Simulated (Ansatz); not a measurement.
**Ge (diamond structure), cut as [112] wire, round, centred on atom, 0.97 nm across**

Calculation: PBE (plane waves to 420 eV, PAW; Ansatz, an electronic-structure program).

k-points: Γ-centred 1×1×4 mesh; occupations: Fermi-Dirac, 0.020 eV; spin polarisation not allowed. Scalar-relativistic, no spin-orbit coupling.

 The relaxation kept the symmetry of its start, so a lower minimum of less symmetry isn't excluded. The period along the axis is held at the bulk value.

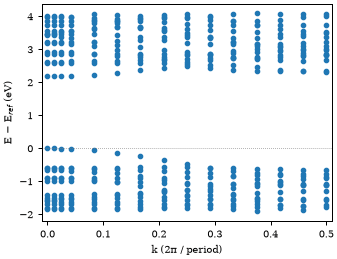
*Levels along the axis at 15 k-points, drawn as points, zero at the top of the valence band*

Electronic character: not metallic; Kohn-Sham band gap: 2.19 eV. Only levels within the plotted window are shown.
